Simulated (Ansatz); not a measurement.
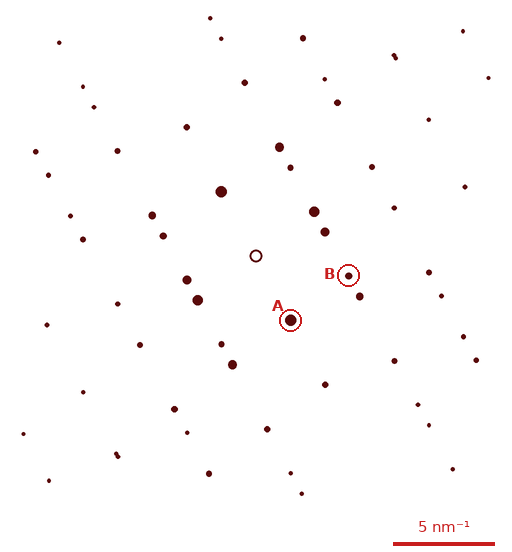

Computed electron diffraction pattern, 200 kV, single scattering only, B = 1 Å². Two individuals of a reflection twin are superposed (a geometric construction: whether this twin forms is not tested; the second individual is smaller and so fainter). Crystal: Tb, space group P6_3/mmc (No. 194), a = 3.62 Å, c = 5.77 Å (hexagonal axes), zone axis [211]. Structure: the input geometry of an electronic-structure calculation (not necessarily at equilibrium).

In the first individual spot A is -1 1 1 and spot B is -1 0 2.

Q: Find the twin plane.

A: (1-1-1). The spot positions of the combined pattern are mirror-symmetric about the row through 1 -1 -1 (d = 2.753 Å), which both individuals share, while a single individual has only symmetry 2mm without that mirror line. Friedel's law adds a mirror line at right angles, along which no low-index reflection lies.

Q: Which other reflections coincide?

A: Within the frame only the reflections of the common row coincide.
